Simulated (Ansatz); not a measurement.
**FGeH3S (built from SMILES [F][GeH2][SH]): search for a transition state**

Is there a first-order saddle for this 1,2-elimination, which should form F2–H4 and break Ge1–F2, S3–H4, and which two structures does it connect?

Method: PBE0-D4, def2-SVP first, then def2-TZVP; program: Ansatz 0.2.0, Gaussian basis.

114 further runs of the same task are left out: 114 set aside as unsound or not needed.

### Step 1. Starting geometry

The guess: 6 atoms, charge 0, spin multiplicity 1.

Atoms are counted from 1 here; the program's logs count them from 0.

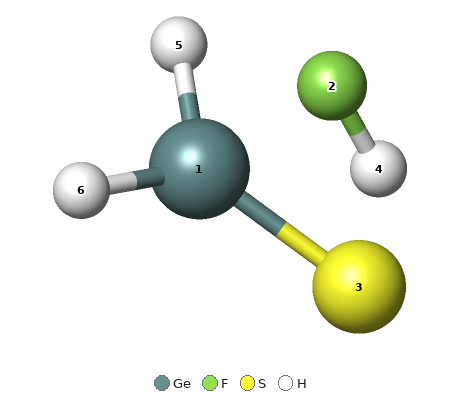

Start geometry, drawn with germanium teal, fluorine green, sulfur yellow, hydrogen white; atoms are numbered from 1 in the order of the file.

As a file:

```mol
FGeH3S
  3D, bonds by distance, orders not assigned

  6  4  0  0  0  0  0  0  0  0999 V2000
   -0.7305    0.0751    0.1829 Ge  0  0
    1.5816   -0.2428    0.2994 F   0  0
   -0.1407    0.2210   -1.8212 S   0  0
    1.2601   -0.0788   -0.7635 H   0  0
   -0.8205    1.2359    1.1872 H   0  0
   -1.1500   -1.2104    0.9151 H   0  0
  1  3  8  0
  1  5  8  0
  1  6  8  0
  2  4  8  0
M  END
```

Distances that are to change: F2–H4 1.12 Å, Ge1–F2 2.34 Å, S3–H4 1.78 Å.

### Step 2. Relaxing the guess with the reacting distances held

Contents of hold/in.yaml:

```yaml
crystal:
  periodic: [false, false, false]
  atoms:
    - {symbol: Ge, position_ang: [-0.730500, 0.075100, 0.182900]}
    - {symbol: F, position_ang: [1.581600, -0.242800, 0.299400]}
    - {symbol: S, position_ang: [-0.140700, 0.221000, -1.821200]}
    - {symbol: H, position_ang: [1.260100, -0.078800, -0.763500]}
    - {symbol: H, position_ang: [-0.820500, 1.235900, 1.187200]}
    - {symbol: H, position_ang: [-1.150000, -1.210400, 0.915100]}
basis:
  gaussian: {orbitals: def2-SVP}
hamiltonian: {xc: pbe0, dispersion: d4}
relax: {f_tol: 0.04, max_steps: 150, escape_saddle: false, constraints: [{distance: [1, 3]}, {distance: [0, 1]}, {distance: [2, 3]}]}
```

On the command line:

```console
$ ansatz run in.yaml --threads 2 --pin off --events-out ev --progress --plain --max-ram 4352MiB
```

The log of the run (excerpt; [...] marks lines left out):

```text
Functional definition: PBE0
  name "PBE0"
  cite "Adamo & Barone, J. Chem. Phys. 110, 6158 (1999) doi:10.1063/1.478522"
  cite "Perdew, Burke & Ernzerhof, Phys. Rev. Lett. 77, 3865 (1996) doi:10.1103/PhysRevLett.77.3865"
  parent pbe
[...]
819 factors; integrals over basis functions are off by at most 3.8e-4 eV
[...]
mean field -70092.83774675 eV, -2575.8642765611 hartree, gradient 8.0e-5 eV, S^2 0.000000; 0 other end points of the search recorded, 0 dependent functions left out
[...]
reference -70092.83776738 eV, -2575.8642773194 hartree; 30, 30 occupied and 49, 49 virtual orbitals, 819 factors
relax step   1: F+E_penalty+E_count = -70092.93274317 eV  Δ(F+E_penalty+E_count) = +0.000e0 eV  max|allowed force component| = 2.656e-1 eV/Å  Δτ_max = 0.0000 Å  (25 SCF iters, accepted)
[...]
relax step   3: F+E_penalty+E_count = -70092.96634996 eV  Δ(F+E_penalty+E_count) = -1.430e-2 eV  max|allowed force component| = 6.119e-2 eV/Å  Δτ_max = 0.0322 Å  (29 SCF iters, accepted)
[...]
relax step   4: F+E_penalty+E_count = -70092.96654876 eV  Δ(F+E_penalty+E_count) = -1.988e-4 eV  max|allowed force component| = 3.886e-2 eV/Å  Δτ_max = 0.0032 Å  (24 SCF iters, accepted)
  distance F 1 - H 3 held at 1.122504 Å   reaction = +1.4675e0 eV/Å
  distance Ge 0 - F 1 held at 2.336758 Å   reaction = +9.4433e-1 eV/Å
  distance S 2 - H 3 held at 1.780688 Å   reaction = -3.0374e-1 eV/Å
819 factors; integrals over basis functions are off by at most 3.9e-4 eV
mean field -70092.87168341 eV, -2575.8655237104 hartree, gradient 2.2e-5 eV, S^2 0.000000; 1 other end points of the search recorded, 0 dependent functions left out
[...]
reference -70092.87170405 eV, -2575.8655244689 hartree; 30, 30 occupied and 49, 49 virtual orbitals, 819 factors
Total energy: -70092.96656940 eV, -2575.8690107064 hartree
Atom 0 at    -0.694524     0.067314     0.219138 Å, force     0.930572    -0.128243     0.069644 eV/Å
Atom 1 at     1.619941    -0.245557     0.295313 Å, force    -1.435092     0.335373    -1.395216 eV/Å
Atom 2 at    -0.168327     0.222282    -1.793921 Å, force    -0.242798     0.049415    -0.177561 eV/Å
Atom 3 at     1.240675    -0.081806    -0.748410 Å, force     0.735647    -0.260117     1.543475 eV/Å
Atom 4 at    -0.830006     1.281467     1.155413 Å, force     0.001018    -0.024272    -0.023176 eV/Å
Atom 5 at    -1.167759    -1.243700     0.872367 Å, force     0.010652     0.027843    -0.017166 eV/Å
Dipole moment:    -0.453544     0.010288     0.438510 e Å
```

It took 7 s on 2 threads of Arm Neoverse V2, shared host.

The steps of the relaxation:

```tsv
step	energy from step 1 (eV)	largest force component (eV/Å)
1	0.0000	0.2656
2	-0.0193	0.2268
3	-0.0336	0.0612
4	-0.0338	0.0389
```

Close pairs (by a distance rule), those that changed most:

```tsv
bond	before (Å)	after (Å)	change (Å)
Ge1–S3	2.094	2.086	-0.008
Ge1–H5	1.538	1.539	+0.002
Ge1–H6	1.538	1.539	+0.002
F2–H4	1.123	1.123	+0.000
```

### Step 3. Force constants to start from

Contents of hessian/in.yaml:

```yaml
crystal:
  periodic: [false, false, false]
  atoms:
    - {symbol: Ge, position_ang: [-0.694524, 0.067314, 0.219138]}
    - {symbol: F, position_ang: [1.619941, -0.245557, 0.295313]}
    - {symbol: S, position_ang: [-0.168327, 0.222282, -1.793921]}
    - {symbol: H, position_ang: [1.240675, -0.081806, -0.748410]}
    - {symbol: H, position_ang: [-0.830006, 1.281467, 1.155413]}
    - {symbol: H, position_ang: [-1.167759, -1.243700, 0.872367]}
basis:
  gaussian: {orbitals: def2-SVP}
hamiltonian: {xc: pbe0, dispersion: d4}
phonons: {}
scf: {lower_state_search: off}
```

On the command line:

```console
$ ansatz run in.yaml --threads 2 --pin off --events-out ev --progress --plain --max-ram 4352MiB
```

The log of the run (excerpt; [...] marks lines left out):

```text
[... 5 set-up lines as earlier in the session ...]
[...]
820 factors; integrals over basis functions are off by at most 3.9e-4 eV
[...]
mean field -70092.87169496 eV, -2575.8655241349 hartree, gradient 8.7e-6 eV, S^2 0.000000; 0 other end points of the search recorded, 0 dependent functions left out
[...]
reference -70092.87171572 eV, -2575.8655248979 hartree; 30, 30 occupied and 49, 49 virtual orbitals, 820 factors
[... from here to the last solve, the lines of the solves are left out (35 solves) ...]
820 factors; integrals over basis functions are off by at most 3.9e-4 eV
mean field -70092.87172202 eV, -2575.8655251294 hartree, gradient 1.3e-6 eV, S^2 0.000000; 0 other end points of the search recorded, 0 dependent functions left out
[...]
WARN: phonons: modes at or below zero, which the zero-point energy, F, S and C_V leave out: 1, the lowest at -586.43 cm⁻¹. A minimum has none, and a first-order saddle one
Total energy: -70092.96658107 eV, -2575.8690111352 hartree
Atom 0 at    -0.694524     0.067314     0.219138 Å, force     0.930552    -0.128263     0.069858 eV/Å
Atom 1 at     1.619941    -0.245557     0.295313 Å, force    -1.435113     0.335370    -1.395199 eV/Å
Atom 2 at    -0.168327     0.222282    -1.793921 Å, force    -0.242786     0.049427    -0.177684 eV/Å
Atom 3 at     1.240675    -0.081806    -0.748410 Å, force     0.735688    -0.260117     1.543439 eV/Å
Atom 4 at    -0.830006     1.281467     1.155413 Å, force     0.001009    -0.024272    -0.023212 eV/Å
Atom 5 at    -1.167759    -1.243700     0.872367 Å, force     0.010650     0.027855    -0.017202 eV/Å
Dipole moment:    -0.453544     0.010288     0.438511 e Å
Vibrations: -586.43 265.94 303.27 534.78 549.26 637.21 796.33 909.18 963.00 1474.07 2154.81 2163.41 cm⁻¹, zero-point energy 0.666493 eV
Checks for a lower state left out: stability, starts, cluster_reference, orbital_swaps, neighbouring_geometries, increment
```

It took 33 s on 2 threads of Arm Neoverse V2, shared host.

The structure is not stationary yet, so these wavenumbers are no spectrum; the search needs only the force constants.

### Step 4. Saddle search in the small basis

A small driver takes partitioned rational-function steps: uphill along one mode, downhill along the rest. It calls the program once a step for energy and forces and updates the Hessian by Bofill's formula. It stops when the largest force is under 0.04 eV/Å and the followed curvature is negative. The first step's input:

Contents of presaddle/in.yaml:

```yaml
crystal:
  periodic: [false, false, false]
  atoms:
    - {symbol: Ge, position_ang: [-0.694524, 0.067314, 0.219138]}
    - {symbol: F, position_ang: [1.619941, -0.245557, 0.295313]}
    - {symbol: S, position_ang: [-0.168327, 0.222282, -1.793921]}
    - {symbol: H, position_ang: [1.240675, -0.081806, -0.748410]}
    - {symbol: H, position_ang: [-0.830006, 1.281467, 1.155413]}
    - {symbol: H, position_ang: [-1.167759, -1.243700, 0.872367]}
basis:
  gaussian: {orbitals: def2-SVP}
hamiltonian: {xc: pbe0, dispersion: d4}
output: {forces: true}
scf: {lower_state_search: off}
```

On the command line:

```console
$ ansatz run in.yaml --threads 2 --pin off --events-out ev --progress --plain --max-ram 4352MiB
```

The driver's record:

```tsv
step	energy (eV)	largest force (eV/Å)	followed curvature (eV/Å²)
1	-70092.96656	1.5434	-7.15
2	-70093.19044	0.2979	-7.35
3	-70093.19816	0.1847	-5.78
4	-70093.19481	0.0995	-3.62
5	-70093.19461	0.0238	-4.12
```

The 5 steps took 5 s in all (2 threads of Arm Neoverse V2, shared host).

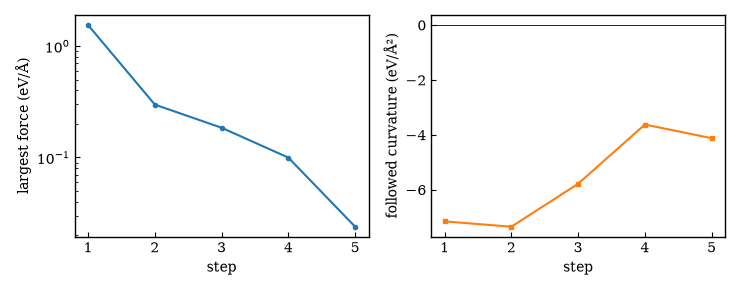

Largest force and followed curvature during the search.

### Step 5. Saddle search in triple zeta

A small driver takes partitioned rational-function steps: uphill along one mode, downhill along the rest. It calls the program once a step for energy and forces and updates the Hessian by Bofill's formula. It stops when the largest force is under 0.01 eV/Å and the followed curvature is negative. The first step's input:

Contents of saddle/in.yaml:

```yaml
crystal:
  periodic: [false, false, false]
  atoms:
    - {symbol: Ge, position_ang: [-0.600401, 0.056600, 0.215637]}
    - {symbol: F, position_ang: [1.412316, -0.226567, 0.331676]}
    - {symbol: S, position_ang: [-0.183046, 0.231402, -1.835289]}
    - {symbol: H, position_ang: [1.239865, -0.086057, -0.723972]}
    - {symbol: H, position_ang: [-0.770798, 1.269471, 1.145849]}
    - {symbol: H, position_ang: [-1.097936, -1.244848, 0.866000]}
basis:
  gaussian: {orbitals: def2-TZVP}
hamiltonian: {xc: pbe0, dispersion: d4}
output: {forces: true}
scf: {lower_state_search: off}
```

On the command line:

```console
$ ansatz run in.yaml --threads 2 --pin off --events-out ev --progress --plain --max-ram 4352MiB
```

Step by step:

```tsv
step	energy (eV)	largest force (eV/Å)	followed curvature (eV/Å²)
1	-70107.50107	0.0969	-4.12
2	-70107.50133	0.0110	-4.53
3	-70107.50134	0.0042	-4.49
```

The 3 steps took 5.7 s in all (2 threads of Arm Neoverse V2, shared host).

Geometry at the end of the search:

```tsv
atom	x (Å)	y (Å)	z (Å)
Ge1	-0.6060	0.0572	0.2082
F2	1.4144	-0.2250	0.3337
S3	-0.1916	0.2306	-1.8362
H4	1.2404	-0.0851	-0.7122
H5	-0.7621	1.2656	1.1434
H6	-1.0950	-1.2433	0.8631
```

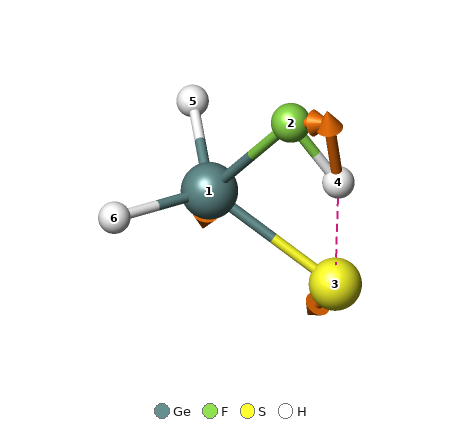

The point found; broken lines mark the pairs that react, arrows the followed mode.

### Step 6. Checking the order of the point

Contents of vib/in.yaml:

```yaml
crystal:
  periodic: [false, false, false]
  atoms:
    - {symbol: Ge, position_ang: [-0.606032, 0.057168, 0.208173]}
    - {symbol: F, position_ang: [1.414361, -0.224960, 0.333651]}
    - {symbol: S, position_ang: [-0.191552, 0.230556, -1.836243]}
    - {symbol: H, position_ang: [1.240389, -0.085067, -0.712183]}
    - {symbol: H, position_ang: [-0.762143, 1.265593, 1.143389]}
    - {symbol: H, position_ang: [-1.095023, -1.243290, 0.863115]}
basis:
  gaussian: {orbitals: def2-TZVP}
hamiltonian: {xc: pbe0, dispersion: d4}
phonons: {temperatures: {t_min: 298.15, t_max: 900, t_step: 200}}
```

On the command line:

```console
$ ansatz run in.yaml --threads 2 --pin off --events-out ev --progress --plain --max-ram 4352MiB
```

The log of the run (excerpt; [...] marks lines left out):

```text
[... 5 set-up lines as earlier in the session ...]
[...]
960 factors; their error is unknown
[...]
mean field -70107.41017929 eV, -2576.3998035795 hartree, gradient 2.4e-5 eV, S^2 0.000000; 0 other end points of the search recorded, 0 dependent functions left out
[...]
reference -70107.41020300 eV, -2576.3998044509 hartree; 30, 30 occupied and 104, 104 virtual orbitals, 960 factors
[... from here to the last solve, the lines of the solves are left out (35 solves) ...]
960 factors; their error is unknown
mean field -70107.41016035 eV, -2576.3998028836 hartree, gradient 2.9e-6 eV, S^2 0.000000; 0 other end points of the search recorded, 0 dependent functions left out
[...]
reference -70107.41018406 eV, -2576.3998037548 hartree; 30, 30 occupied and 104, 104 virtual orbitals, 960 factors
WARN: phonons: modes at or below zero, which the zero-point energy, F, S and C_V leave out: 1, the lowest at -438.18 cm⁻¹. A minimum has none, and a first-order saddle one
Total energy: -70107.50133887 eV, -2576.4031536322 hartree
Atom 0 at    -0.606032     0.057168     0.208173 Å, force     0.001571     0.000007    -0.000404 eV/Å
Atom 1 at     1.414361    -0.224960     0.333651 Å, force    -0.002143     0.000724    -0.004189 eV/Å
Atom 2 at    -0.191552     0.230556    -1.836243 Å, force     0.001084    -0.000290     0.001056 eV/Å
Atom 3 at     1.240389    -0.085067    -0.712183 Å, force    -0.000466    -0.000246     0.003274 eV/Å
Atom 4 at    -0.762143     1.265593     1.143389 Å, force     0.000074     0.000360     0.000129 eV/Å
Atom 5 at    -1.095023    -1.243290     0.863115 Å, force    -0.000120    -0.000555     0.000133 eV/Å
Dipole moment:    -0.201739    -0.032090     0.526840 e Å
Vibrations: -438.18 298.28 429.00 531.85 533.14 678.24 798.49 846.54 926.82 1838.31 2157.79 2160.92 cm⁻¹, zero-point energy 0.694273 eV
```

It took 60 s on 2 threads of Arm Neoverse V2, shared host.

The modes, with what each moves most:

```tsv
mode	wavenumber (cm⁻¹)	character
1	438i	changes F2–H4, S3–H4
2	298	bend
3	429	bend
4	532	bend
5	533	Ge–S stretch
6	678	bend
7	798	torsion
8	847	bend
9	927	bend
10	1838	F–H stretch with bend
11	2158	Ge–H stretch
12	2161	Ge–H stretch
```

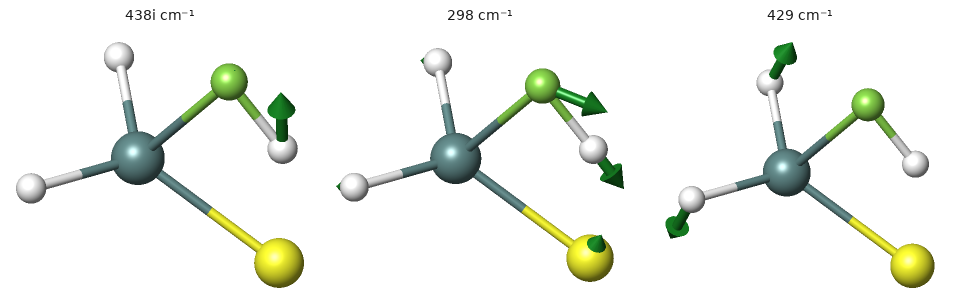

How the atoms move in 3 of the modes.

Vibrational sums (real modes only):

```tsv
T (K)	entropy (J/mol/K)	heat capacity (J/mol/K)
298	18.0	33.6
498	40.2	52.7
698	60.0	64.1
898	77.1	71.6
```

### Step 7. Relaxing after a step of 0.30 Å one way along the mode

Contents of downa/in.yaml:

```yaml
crystal:
  periodic: [false, false, false]
  atoms:
    - {symbol: Ge, position_ang: [-0.753046, 0.087791, 0.117446]}
    - {symbol: F, position_ang: [1.552710, -0.238626, 0.253628]}
    - {symbol: S, position_ang: [-0.385343, 0.263098, -1.868039]}
    - {symbol: H, position_ang: [1.441456, -0.139267, -0.496233]}
    - {symbol: H, position_ang: [-0.768255, 1.259952, 1.135160]}
    - {symbol: H, position_ang: [-1.087521, -1.232948, 0.857938]}
basis:
  gaussian: {orbitals: def2-TZVP}
hamiltonian: {xc: pbe0, dispersion: d4}
relax: {f_tol: 0.005, max_steps: 200}
```

On the command line:

```console
$ ansatz run in.yaml --threads 2 --pin off --events-out ev --progress --plain --max-ram 4352MiB
```

The log of the run (excerpt; [...] marks lines left out):

```text
[... 5 set-up lines as earlier in the session ...]
[...]
960 factors; their error is unknown
[...]
mean field -70106.09415585 eV, -2576.3514406103 hartree, gradient 2.3e-5 eV, S^2 0.000000; 0 other end points of the search recorded, 0 dependent functions left out
[...]
reference -70106.09417983 eV, -2576.3514414915 hartree; 30, 30 occupied and 104, 104 virtual orbitals, 960 factors
relax step   1: F+E_penalty+E_count = -70106.18931891 eV  Δ(F+E_penalty+E_count) = +0.000e0 eV  max|allowed force component| = 1.804e1 eV/Å  Δτ_max = 0.0000 Å  (26 SCF iters, accepted)
[...]
960 factors; their error is unknown
mean field -70107.45965423 eV, -2576.4016217501 hartree, gradient 7.5e-5 eV, S^2 0.000000; 1 other end points of the search recorded, 0 dependent functions left out
[...]
reference -70107.45967816 eV, -2576.4016226293 hartree; 30, 30 occupied and 104, 104 virtual orbitals, 960 factors
Total energy: -70107.55467901 eV, -2576.4051138462 hartree
Atom 0 at    -0.738522     0.082036     0.145008 Å, force     0.000092    -0.000003    -0.000046 eV/Å
Atom 1 at     1.576206    -0.248951     0.350527 Å, force     0.000114    -0.000071     0.000470 eV/Å
Atom 2 at    -0.418861     0.265151    -1.871205 Å, force     0.000010    -0.000032     0.000189 eV/Å
Atom 3 at     1.482210    -0.131281    -0.589287 Å, force    -0.000258     0.000096    -0.000431 eV/Å
Atom 4 at    -0.784015     1.268096     1.122495 Å, force    -0.000011    -0.000294    -0.000123 eV/Å
Atom 5 at    -1.117018    -1.235053     0.842363 Å, force     0.000053     0.000304    -0.000060 eV/Å
Dipole moment:    -0.086279    -0.042226     0.479834 e Å
```

It took 24 s on 2 threads of Arm Neoverse V2, shared host.

Step by step:

```tsv
step	energy from step 1 (eV)	largest force component (eV/Å)
1	0.0000	18.0392
2	-1.3432	0.5156
3	-1.3553	0.1628
4	-1.3620	0.1407
5	-1.3637	0.0838
6	-1.3649	0.0263
7	-1.3653	0.0091
8	-1.3653	0.0081
9	-1.3653	0.0005
```

Distances of close pairs at the start and the end, largest changes first:

```tsv
bond	before (Å)	after (Å)	change (Å)
F2–H4	0.765	0.952	+0.187
Ge1–S3	2.027	2.050	+0.023
Ge1–H5	1.552	1.538	-0.015
Ge1–H6	1.551	1.538	-0.013
```

### Step 8. Relaxing after a step of 0.30 Å the other way along the mode

Contents of downb/in.yaml:

```yaml
crystal:
  periodic: [false, false, false]
  atoms:
    - {symbol: Ge, position_ang: [-0.459017, 0.026545, 0.298900]}
    - {symbol: F, position_ang: [1.276012, -0.211294, 0.413674]}
    - {symbol: S, position_ang: [0.002240, 0.198014, -1.804448]}
    - {symbol: H, position_ang: [1.039322, -0.030868, -0.928134]}
    - {symbol: H, position_ang: [-0.756031, 1.271235, 1.151617]}
    - {symbol: H, position_ang: [-1.102526, -1.253632, 0.868291]}
basis:
  gaussian: {orbitals: def2-TZVP}
hamiltonian: {xc: pbe0, dispersion: d4}
relax: {f_tol: 0.005, max_steps: 200}
```

On the command line:

```console
$ ansatz run in.yaml --threads 2 --pin off --events-out ev --progress --plain --max-ram 4352MiB
```

The log of the run (excerpt; [...] marks lines left out):

```text
[... 5 set-up lines as earlier in the session ...]
[...]
960 factors; their error is unknown
[...]
mean field -70107.73207197 eV, -2576.4116329175 hartree, gradient 4.0e-5 eV, S^2 0.000000; 0 other end points of the search recorded, 0 dependent functions left out
[...]
reference -70107.73209606 eV, -2576.4116338028 hartree; 30, 30 occupied and 104, 104 virtual orbitals, 960 factors
relax step   1: F+E_penalty+E_count = -70107.82351170 eV  Δ(F+E_penalty+E_count) = +0.000e0 eV  max|allowed force component| = 2.683e0 eV/Å  Δτ_max = 0.0000 Å  (26 SCF iters, accepted)
[...]
960 factors; their error is unknown
[...]
mean field -70109.03986349 eV, -2576.4596933693 hartree, gradient 2.6e-5 eV, S^2 0.000000; 1 other end points of the search recorded, 0 dependent functions left out
[...]
reference -70109.03988778 eV, -2576.4596942620 hartree; 30, 30 occupied and 104, 104 virtual orbitals, 960 factors
Total energy: -70109.13044189 eV, -2576.4630220642 hartree
Atom 0 at    -0.226649     0.076705     0.479625 Å, force    -0.001575     0.001078    -0.002578 eV/Å
Atom 1 at     1.254732    -0.051567     1.384810 Å, force    -0.000716    -0.000196     0.000377 eV/Å
Atom 2 at     0.233606     0.654966    -1.592285 Å, force    -0.000091     0.001864     0.001992 eV/Å
Atom 3 at     0.629935    -0.578249    -1.947333 Å, force     0.000558    -0.002588    -0.001707 eV/Å
Atom 4 at    -1.028987     1.212762     1.117480 Å, force     0.000663    -0.002169     0.000577 eV/Å
Atom 5 at    -0.862637    -1.314616     0.557603 Å, force     0.001160     0.002010     0.001339 eV/Å
Dipole moment:    -0.350095    -0.163649    -0.123577 e Å
```

Wall time 51 s (2 threads of Arm Neoverse V2, shared host).

The steps of the relaxation: (the energy doesn't fall at every step)

```tsv
step	energy from step 1 (eV)	largest force component (eV/Å)
1	0.0000	2.6832
2	-0.3902	1.8988
3	-0.8125	1.3610
4	-1.0780	0.9421
5	-1.1931	0.2814
6	-1.2139	0.2201
7	-1.2168	0.0894
8	-1.2174	0.0062
9	-1.2174	0.0019
10	-1.2176	0.0251
11	-1.2260	0.0476
12	-1.2302	0.0879
13	-1.2533	0.3413
14	-1.2186	1.3290
15	-1.2705	0.2181
16	-1.2830	0.1831
17	-1.2973	0.1546
18	-1.3058	0.1115
19	-1.3068	0.0335
20	-1.3069	0.0026
```

Close pairs (by a distance rule), those that changed most:

```tsv
bond	before (Å)	after (Å)	change (Å)
Ge1–H4	1.938	2.656	+0.718
Ge1–S3	2.160	2.200	+0.040
S3–H4	1.377	1.343	-0.034
Ge1–F2	1.755	1.741	-0.014
Ge1–H6	1.542	1.532	-0.010
Ge1–H5	1.538	1.530	-0.008
```

### Step 9. What the saddle joins

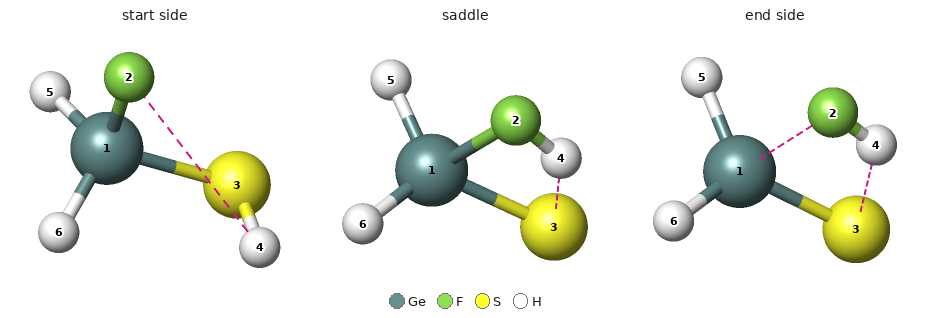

The minimum on the start side, the saddle and the minimum on the end side; broken lines mark the pairs that change.

```tsv
pair	start side (Å)	saddle (Å)	end side (Å)
F2–H4	3.431	1.069	0.952
Ge1–F2	1.741	2.044	2.347
S3–H4	1.343	1.848	2.327
```

### Step 10. Results

| quantity | value |
| --- | --- |
| imaginary mode | 438i cm⁻¹ |
| barrier from the start side | 157.2 kJ/mol |
| barrier from the end side | 5.1 kJ/mol |
| energy of the step | +152.0 kJ/mol |
| pairs that change | F2–H4 formed, Ge1–F2 broken, S3–H4 broken |
| zero-point energy at the saddle | 0.694 eV |

What this shows: One imaginary mode, 438i cm⁻¹, makes this a first-order saddle. Going downhill both ways gives the intended start and end. At PBE0-D4/def2-TZVP the electronic barrier is 157.2 kJ/mol, about 63 kT at 298 K, and the step runs 152.0 kJ/mol uphill. A step off the saddle overshot and began above it in energy, so the link to its end is likely but not proven. Lower complexes than these ends may exist.
